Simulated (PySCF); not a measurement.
# C2HAlCl2 (AlCl2(CCH)) at HF/def2-TZVP (density fitting with cc-pvtz-jkfit)

Aim: the vertical ionisation energy of C2HAlCl2 (AlCl2(CCH)) at HF/def2-TZVP (density fitting with cc-pvtz-jkfit), from 2 runs. Input form: a Python script.

The calculation is run with PySCF 2.14.0.

2 further runs of the same task are left out: 2 set aside as unsound or not needed.

### 1 Starting point

C2HAlCl2 has 6 atoms, charge 0, and is taken as a singlet. SMILES: `C#[C][Al]([Cl])[Cl]`. The shape comes from GFN2-xTB, which is rough for such elements, and wasn't checked as a minimum.

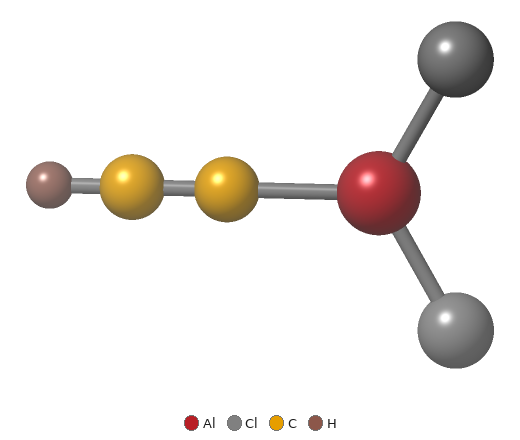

The structure, seen from a chosen angle (aluminium red, chlorine grey, carbon amber, hydrogen brown).

### 2 The energy at HF/def2-TZVP (density fitting with cc-pvtz-jkfit)

job.py

```python
# AlCl2(CCH)
from pyscf import gto

mol = gto.M(
    atom=[
    ('Al', (0.607070, 1.058280, 0.009680)),
    ('Cl', (2.632720, 1.030540, 0.052430)),
    ('Cl', (-0.444300, 2.791600, -0.020450)),
    ('C', (-0.356700, -0.622610, -0.003850)),
    ('C', (-0.957480, -1.671150, -0.013890)),
    ('H', (-1.481300, -2.586660, -0.023920)),
],
    verbose=3,
    max_memory=1860,
    basis='def2-tzvp',
)

mf = mol.RHF()
mf = mf.density_fit(auxbasis='cc-pvtz-jkfit')
mf.conv_tol = 1e-10
mf.kernel()
if not mf.converged:
    mf = mf.newton().run(mf.mo_coeff, mf.mo_occ)

e_final = mf.e_tot
print(f'total energy: {e_final:.8f} hartree')
```

Started as:

```
$ OMP_NUM_THREADS=1 python job.py
```

Output:

```text
converged SCF energy = -1237.40524350493
total energy: -1237.40524350 hartree
```

It took 5.4 s on 1 thread of Arm Neoverse V1, shared host; peak memory 0.26 GiB.

### 3 The doublet cation

job.py

```python
from pyscf import gto

molecule = gto.Mole()
molecule.atom = '''
Al     1.147196     1.999859     0.018293
Cl     4.975120     1.947438     0.099078
Cl    -0.839605     5.275359    -0.038645
C     -0.674065    -1.176562    -0.007275
C     -1.809375    -3.158016    -0.026248
H     -2.799251    -4.888079    -0.045202
'''
molecule.max_memory = 1860
molecule.spin = 1
molecule.verbose = 3
molecule.basis = 'def2-tzvp'
molecule.unit = 'bohr'
molecule.charge = 1
molecule.build()

calc0 = molecule.UHF()
calc0 = calc0.density_fit(auxbasis='cc-pvtz-jkfit')
calc0.conv_tol = 1e-10
calc0.kernel()
if not calc0.converged:
    calc0 = calc0.newton().run(calc0.mo_coeff, calc0.mo_occ)

e_final = calc0.e_tot
print('Final energy', e_final)
```

Started as:

```
$ OMP_NUM_THREADS=1 python job.py
```

Output:

```text
converged SCF energy = -1237.05722109109  <S^2> = 0.75691245  2S+1 = 2.0069005
Final energy -1237.0572210910937
```

Wall time 14 s (1 thread of Arm Neoverse V1, shared host); peak memory 0.3 GiB.

### 4 Summary of results

Level: HF/def2-TZVP (density fitting with cc-pvtz-jkfit).

| quantity | value |
| --- | --- |
| singlet C2HAlCl2: total energy | -1237.40524 Eh |
| singlet C2HAlCl2: dipole moment | 1.27 D |
| singlet C2HAlCl2: HOMO energy | -11.15 eV |
| singlet C2HAlCl2: LUMO energy | 1.51 eV |
| singlet C2HAlCl2: HOMO–LUMO gap | 12.67 eV |
| doublet cation: total energy | -1237.05722 Eh |
| doublet cation: HOMO energy (highest over α and β) | -16.90 eV |
| doublet cation: LUMO energy (lowest over α and β) | -8.01 eV |
| doublet cation: ⟨S²⟩ | 0.757 |
| vertical ionisation energy (to the doublet cation) | 9.470 eV |

**Reading.** Removing an electron at fixed nuclei costs 9.47 eV (914 kJ/mol). The negative HOMO energy of the first species, 11.15 eV, lies 1.68 eV above that difference. Mulliken charges (singlet C2HAlCl2) run from -0.42 on C4 to +0.87 on Al1; they depend strongly on the basis. Mulliken charges (doublet cation) run from -0.14 on Cl3 to +0.85 on Al1; they depend strongly on the basis.
